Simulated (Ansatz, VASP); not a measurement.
# SnSe2 in two plane-wave programs, part 2 of 2

One calculation is typed for both programs; each brings its own data sets. How far apart do they land?  Valence electrons are named where the data sets of a main pair hold unlike numbers.

VASP 6.6.1 and Ansatz 0.2.0.

So far. Step 4 (Side by side): The walks stopped with 0.00 GPa left in Ansatz and 0.04 GPa in VASP; each walk ends within a tolerance, so the volume difference is uncertain by about these residues over the bulk modulus, most in soft cells.

### Step 5. VASP: band structure, HSE06

Level of this step: HSE06; plane waves and PAW (Sn_d, Se) (VASP).

Levels along a path test the potential and the projectors away from the mesh points.

The run reads the wave functions of an earlier VASP run, which isn't shown here.

Input file INCAR:

```
SYSTEM = SnSe2
PREC = Accurate
ENCUT = 400
EDIFF = 1E-06
NELM = 100
ISMEAR = 0
SIGMA = 0.05
LREAL = .FALSE.
ALGO = Normal
LHFCALC = .TRUE.
AEXX = 0.25
GGA = PE
HFSCREEN = 0.2
LASPH = .TRUE.
NBANDS = 19
PRECFOCK = Fast
LORBIT = 11
LWAVE = .FALSE.
LCHARG = .FALSE.
KPAR = 2
```

Input file POSCAR:

```
SnSe2
1.0
    3.8202979081      0.0000000000      0.0000000000
   -1.9101489540      3.3084750384      0.0000000000
    0.0000000000      0.0000000000      6.1341064093
Sn Se
1 2
Direct
    0.0000000000      0.0000000000      0.0000000000
    0.3333333333      0.6666666667      0.2587113852
    0.6666666667      0.3333333333      0.7412886148
```

Input file KPOINTS:

```
Automatic mesh
0
Gamma
4 4 3
0 0 0
```

Input file KPOINTS_OPT:

```
Line mode
6
Line-mode
Reciprocal
  0.00000000   0.00000000   0.00000000 GAMMA
  0.50000000   0.00000000   0.00000000 M

  0.50000000   0.00000000   0.00000000 M
  0.33333333   0.33333333   0.00000000 K

  0.33333333   0.33333333   0.00000000 K
  0.00000000   0.00000000   0.00000000 GAMMA

  0.00000000   0.00000000   0.00000000 GAMMA
  0.00000000   0.00000000   0.50000000 A

  0.00000000   0.00000000   0.50000000 A
  0.50000000   0.00000000   0.50000000 L

  0.50000000   0.00000000   0.50000000 L
  0.33333333   0.33333333   0.50000000 H

  0.33333333   0.33333333   0.50000000 H
  0.00000000   0.00000000   0.50000000 A

  0.50000000   0.00000000   0.50000000 L
  0.50000000   0.00000000   0.00000000 M

  0.33333333   0.33333333   0.00000000 K
  0.33333333   0.33333333   0.50000000 H
```

Potentials, in the order of the species: Sn_d and Se (PBE family, release 64).

Command:

```console
$ mpirun -np 2 vasp_std
```

Numbers of over 12 decimals in the logs are rounded to 6 here.

The log of the run:

```text
[banner, memory and clock lines left out]
running    2 mpi-ranks, on    1 nodes
[...]
LDA part: xc-table for (Slater+PW92), standard interpolation
 found WAVECAR, reading the header
 POSCAR, INCAR and KPOINTS ok, starting setup
[...]
reading WAVECAR
 the WAVECAR file was read successfully
 initial charge from wavefunction
 entering main loop
       N       E                     dE             d eps       ncg     rms          rms(c)
DAV:   1    -0.144685445241E+02   -0.14469E+02   -0.95028E-01   362   0.933E+00    0.217E+00
DAV:   2    -0.144795568494E+02   -0.11012E-01   -0.65010E-02   366   0.142E+00    0.147E+00
DAV:   3    -0.144767458382E+02    0.28110E-02   -0.81374E-03   502   0.584E-01    0.906E-01
DAV:   4    -0.144763647080E+02    0.38113E-03   -0.15347E-03   383   0.282E-01    0.530E-01
DAV:   5    -0.144761863175E+02    0.17839E-03   -0.16422E-04   384   0.146E-01    0.305E-01
DAV:   6    -0.144761199628E+02    0.66355E-04   -0.75318E-05   431   0.840E-02    0.167E-01
[...]
1 F= -.14476102E+02 E0= -.14476102E+02  d E =-.110858E-20
 Start KPOINTS_OPT (optional k-point list driver)
k-point batch [1-9\54]
       N       E                     dE             ncg
DAV:   1    -0.378618733631E+02   -0.46118E+04      348
DAV:   2    -0.180084829962E+04   -0.17630E+04      372
DAV:   3    -0.202653738668E+04   -0.22569E+03      424
DAV:   4    -0.203872692363E+04   -0.12190E+02      381
DAV:   5    -0.203897897344E+04   -0.25205E+00      465
DAV:   6    -0.203898445288E+04   -0.54794E-02      427
DAV:   7    -0.203898461581E+04   -0.16293E-03      483
DAV:   8    -0.203898461847E+04   -0.26578E-05      362
DAV:   9    -0.203898461862E+04   -0.14959E-06      256
[...]
k-point batch [46-54\54]
       N       E                     dE             ncg
DAV:   1    -0.101147816169E+03   -0.73518E+04      342
DAV:   2    -0.189169050924E+04   -0.17905E+04      359
DAV:   3    -0.209646119459E+04   -0.20477E+03      427
DAV:   4    -0.210460600211E+04   -0.81448E+01      413
DAV:   5    -0.210478318618E+04   -0.17718E+00      489
DAV:   6    -0.210478736200E+04   -0.41758E-02      449
DAV:   7    -0.210478757195E+04   -0.20995E-03      494
DAV:   8    -0.210478757925E+04   -0.73054E-05      370
DAV:   9    -0.210478757946E+04   -0.20312E-06      307
```

OUTCAR, selected parts (step 5):

```text
 POSITION                                       TOTAL-FORCE (eV/Angst)
 -----------------------------------------------------------------------------------
      0.00000      0.00000      0.00000         0.000000      0.000000      0.000000
     -0.00000      2.20565      1.58696        -0.000000      0.000000     -0.437191
      1.91015      1.10283      4.54714        -0.000000     -0.000000      0.437191
 -----------------------------------------------------------------------------------
    total drift:                               -0.000000     -0.000002      0.000000

  FREE ENERGIE OF THE ION-ELECTRON SYSTEM (eV)
  ---------------------------------------------------
  free  energy   TOTEN  =       -14.4761016675 eV

  energy  without entropy=      -14.4761016675  energy(sigma->0) =      -14.47610167

[... 3 further parts left out ...]
[key lines of the parts left out:]
E-fermi :   3.8625
```

### Step 6. Ansatz: band structure, HSE06

The same cell, functional, mesh and smearing now go to Ansatz, which takes its cutoff from its data sets.

The cell is taken from a series of VASP runs on this material, whose earlier steps may have relaxed, scaled or displaced it; both programs get it as it stands.

Input file input.yaml:

```yaml
crystal:
  lattice:
    - [3.8202979081, 0.0, 0.0]
    - [-1.910148954, 3.3084750384, 0.0]
    - [0.0, 0.0, 6.1341064093]
  atoms:
    - { symbol: Sn, position: [0.0, 0.0, 0.0] }
    - { symbol: Se, position: [0.3333333333, 0.6666666667, 0.2587113852] }
    - { symbol: Se, position: [0.6666666667, 0.3333333333, 0.7412886148] }
hamiltonian:
  xc: { exchange: pbe, correlation: pbe, exx: { coeff: 0.25, omega: 0.2 } }
  pseudopotentials: { kind: paw }
kpoints:
  mp_grid: { grid: [4, 4, 3] }
  band_path:
    path:
      - [0.0, 0.0, 0.0]
      - [0.4, 0.0, 0.0]
      - [0.4, 0.2, 0.0]
      - [0.2, 0.2, 0.0]
      - [0.06667, 0.06667, 0.0]
      - [0.0, 0.0, 0.1]
      - [0.0, 0.0, 0.5]
      - [0.4, 0.0, 0.5]
      - [0.4, 0.2, 0.5]
      - [0.2, 0.2, 0.5]
      - [0.5, 0.0, 0.4]
      - [0.5, 0.0, 0.3]
      - [0.33333, 0.33333, 0.0]
      - [0.33333, 0.33333, 0.5]
    npoints: 1
scf:
  occupations: { method: gaussian, width: 0.05 }
  n_extra_bands: 7
output:
  forces: true
  stress: true
  eigenvalues: true
```

Command:

```console
$ ansatz run input.yaml --threads 4 --pin off --max-ram 9216MiB --backend cpu --events-out ev --progress --plain --runs-dir out
```

The log of the run:

```text
[...]
--- Band table (eV; the first three rows and the last of 9) ---
  k-point 0: bands = [... 19 lower, 6.9402, 7.2208, 7.2208, 7.4638, 9.3188, 11.4938, 13.1674, 13.1674, ... 3 higher]
  k-point 1: bands = [... 19 lower, 6.8280, 6.8280, 7.3886, 7.3886, 10.5943, 11.4633, 12.9039, 12.9039, ... 3 higher]
  k-point 2: bands = [... 19 lower, 5.0650, 5.5681, 7.2882, 7.4887, 10.2798, 12.3389, 13.7987, 14.0812, ... 3 higher]
  k-point 8: bands = [... 19 lower, 3.7252, 4.5205, 6.2313, 7.1912, 10.3363, 12.8369, 13.9847, 14.8394, ... 3 higher]
[key lines of the parts left out:]
Free energy (F): -16970.371592 eV
Fermi energy:    8.174811 eV
P = ⅓ Tr σ = 0.4192 GPa (4.192 kbar)
```

It took 35 s on 4 threads of Intel Xeon Platinum 8375C at 2.90GHz (Ice Lake), shared host; peak memory 1.1 GiB; 2.1 min of CPU time.

### Step 7. Differences

What differs besides the data sets and the points named for the pairs above, as far as they apply: exact exchange at q = 0 is treated differently, which shows on coarse meshes; VASP keeps PBE cores, Ansatz makes them for the functional; the data sets hold 46 valence electrons in Ansatz (on its default PAW (the set named soft_2) files) and 26 in VASP; VASP takes a coarser grid for exact exchange (PRECFOCK = Fast). Total energies have different zeros and are not compared.

Compared:

| quantity | Ansatz | VASP | difference |
| --- | --- | --- | --- |
| gap over the path points (eV) | 1.264 | 1.271 | -0.007 |

Forces (eV/Å; atoms numbered as in POSCAR):

| atom | Ansatz x, y, z | VASP x, y, z |
| --- | --- | --- |
| Sn1 | 0.000, 0.000, 0.000 | 0.000, 0.000, 0.000 |
| Se2 | 0.000, 0.000, -0.423 | 0.000, 0.000, -0.437 |
| Se3 | 0.000, 0.000, 0.423 | 0.000, 0.000, 0.437 |

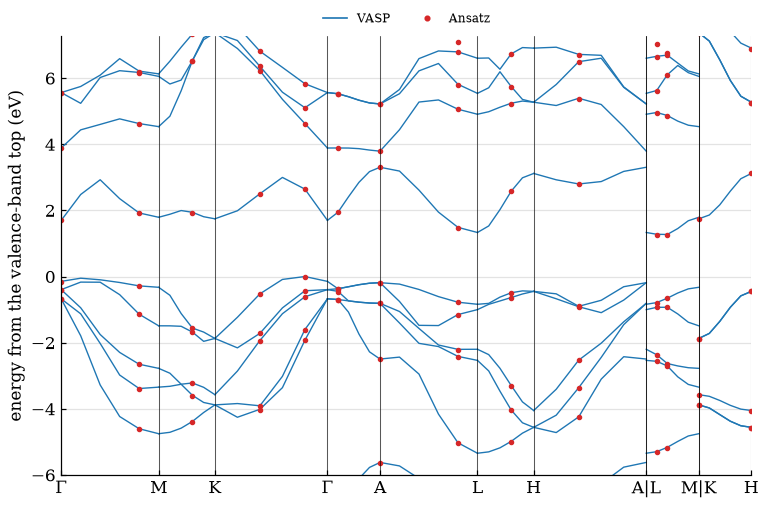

Bands from VASP (lines) and levels from Ansatz (dots). Dots without a line are higher empty bands that the VASP plot leaves out.

Levels at points of the path, from each program's valence-band top (eV; 4 filled, then empty):

| k (reciprocal lattice) | Ansatz | VASP |
| --- | --- | --- |
| 0.000 0.000 0.000 | -0.67 -0.39 -0.39 -0.15 1.70 3.88 5.55 | -0.67 -0.40 -0.40 -0.15 1.70 3.89 5.56 |
| 0.400 0.000 0.000 | -3.40 -2.66 -1.15 -0.28 1.92 4.62 6.16 | -3.39 -2.65 -1.14 -0.28 1.92 4.63 6.17 |
| 0.400 0.200 0.000 | -3.60 -3.23 -1.69 -1.57 1.94 6.52 6.53 | -3.59 -3.22 -1.68 -1.56 1.94 6.53 6.53 |
| 0.200 0.200 0.000 | -3.92 -1.94 -1.72 -0.53 2.50 6.22 6.36 | -3.91 -1.93 -1.72 -0.52 2.50 6.23 6.36 |
| 0.067 0.067 0.000 | -1.60 -0.61 -0.43 0.00 2.65 4.62 5.09 | -1.60 -0.61 -0.43 0.00 2.64 4.62 5.11 |
| 0.000 0.000 0.100 | -0.69 -0.45 -0.37 -0.37 1.95 3.88 5.52 | -0.69 -0.45 -0.37 -0.37 1.94 3.89 5.53 |
| 0.000 0.000 0.500 | -0.81 -0.81 -0.18 -0.18 3.31 3.78 5.21 | -0.81 -0.81 -0.19 -0.19 3.31 3.79 5.22 |
| 0.400 0.000 0.500 | -2.42 -2.21 -1.16 -0.78 1.48 5.05 5.80 | -2.42 -2.20 -1.15 -0.78 1.49 5.06 5.81 |
| 0.400 0.200 0.500 | -4.05 -3.31 -0.64 -0.49 2.58 5.23 5.74 | -4.04 -3.30 -0.64 -0.49 2.58 5.24 5.75 |
| 0.200 0.200 0.500 | -3.37 -2.54 -0.92 -0.90 2.80 5.38 6.49 | -3.36 -2.53 -0.91 -0.90 2.80 5.39 6.50 |

The forces differ by 6.6 meV/Å r.m.s., which is 3.2 % of the r.m.s. force of 0.206 eV/Å (both taken over all components). Among the levels compared at these points, filled levels agree within 12 meV and empty ones within 15 meV.

### Step 8. Outcome

| Property | Result |
| --- | --- |
| difference in volume (relaxation of cell and atoms, PBEsol) | 0.14 % |
| largest difference of a filled level at the path points (band structure, HSE06) | 12 meV |
| r.m.s. force difference (band structure, HSE06) | 3.2 % of the r.m.s. force |

**Reading.** The r.m.s. force difference is 3.2 % of the r.m.s. force (band structure, HSE06), beyond the 3 % picked in this series as the mark of a large difference. The data sets hold unlike numbers of valence electrons (46 in Ansatz and 26 in VASP), so part of the differences comes from the potentials. Such differences can come from data sets, numerical settings and the points named under the comparisons, not from the functional's error against experiment.

[Lines on the potential files, build, host, timing and source positions are cut from VASP's logs without a mark.]

[Logs are printed without paths, hosts, clocks, repeated set-up lines and the standing remarks that a program may print on its own settings, such as how far it seeks lower states.]

[Hosts, paths, dates, database ids (printed as entryN), source tags and the programs' standing remarks are cut or masked in the printed files.]
